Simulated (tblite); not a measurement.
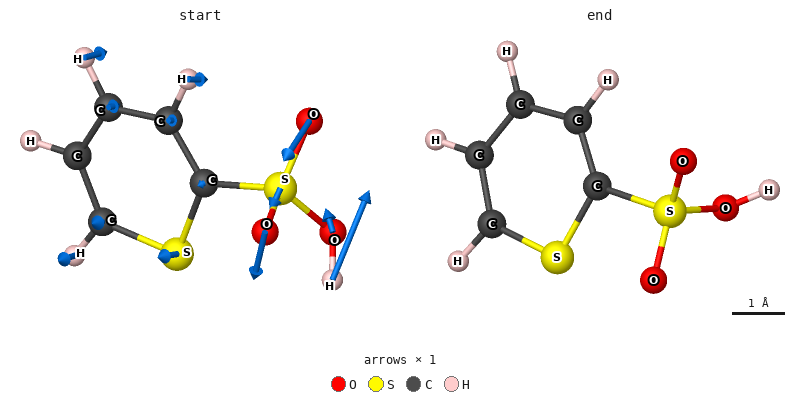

The structure of C$_{5}$H$_{5}$O$_{3}$S$_{2}$ (charge +1) before (left) and after (right) a relaxation, at one scale. The blue arrows give the displacements, at their true length.

A ball-and-stick model, seen at a tilt.

The calculation used GFN2-xTB geometry optimisation, gas phase in tblite. 

> What changed between the two?

An H atom moves most after the best rigid fit: 1.91 Å. By element the largest moves are H 1.91 Å, O 1.32 Å, S 0.65 Å, C 0.43 Å. Near-neighbour distances that change, for instance: C–S 1.784 → 1.683 Å, C–S 1.762 → 1.699 Å, O–S 1.462 → 1.420 Å, C–C 1.409 → 1.368 Å. Bond angles that change, for instance: S–C–S 120.3° → 108.2°, S–C–C 117.1° → 125.3°, O–S–C 104.9° → 96.8°. Groups turn about O–S by about 120°, C–S by about 55°. Over 132 geometry steps the energy falls by 15.5 kcal/mol. Cost: 0.92 s on 1 thread of Arm Neoverse V2, with other jobs on the host.
